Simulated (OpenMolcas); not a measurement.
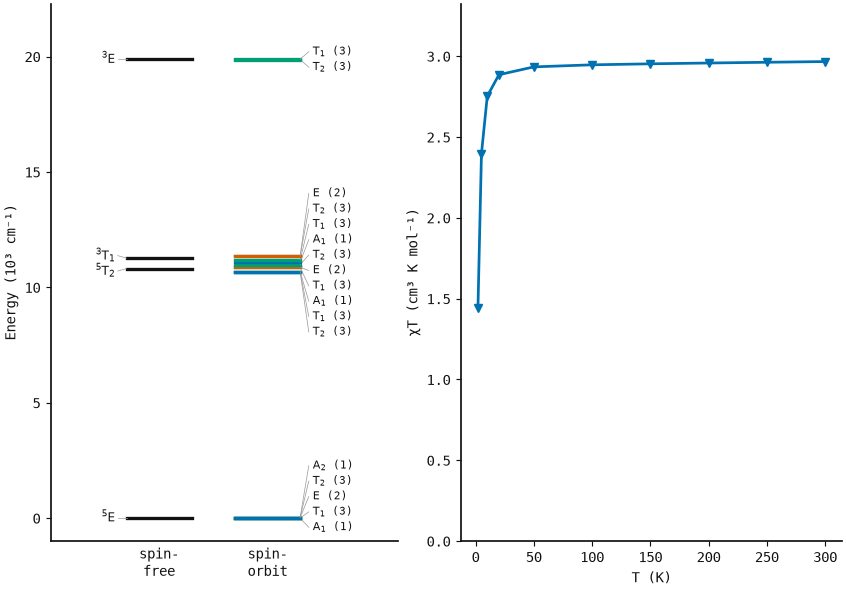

Levels of a 3d ion of charge +2 as a dopant in CsCaF₃, a cluster with its 6 nearest F⁻ at 2.021 Å (octahedron) embedded in model potentials and point charges; the geometry was set, not optimised. Labels give the representation in O, Td, D4 or D3 as the site allows (double group for half-integer spin) where it could be assigned and, in brackets, the degeneracy; spin-free states, where drawn, share the zero of the spin-orbit levels. Level of the calculation: state-averaged CASSCF, the open shell active, basis ANO-RCC-VDZP on all atoms, DKH2 scalar Hamiltonian, spin-orbit coupling by RASSI with atomic mean-field integrals (OpenMolcas). Powder susceptibility by Van Vleck's formula.

Question: Which ion is the dopant?

Answer: Cr²⁺ (3d⁴). The ground level is A₁, non-degenerate, 100 % from states of spin multiplicity 5. The next level lies at 5.3 cm⁻¹ (T₁). The lowest spin-free state is ⁵E, from the free-ion D term; of the same spin there follows at 10,800 cm⁻¹ (⁵T₂) above it. A ligand-field fit to the spin-free states gives |10Dq| = 11,200 cm⁻¹, B = 1,010 and C = 3,750 cm⁻¹ (rms misfit 200 cm⁻¹). χT is 1.44 cm³ K mol⁻¹ at 2 K and 2.97 at 300 K, an effective moment of 4.87 μB. The active orbitals hold 93 to 97 % metal character (Löwdin), and the Mulliken charge of the metal is +1.74.

Limits of the model: orbital doublet at a regular site, Jahn-Teller distortion not allowed for; small active space favours high spin, ground spin may be wrong; the geometry is set by hand, with no relaxation and no charge compensation.
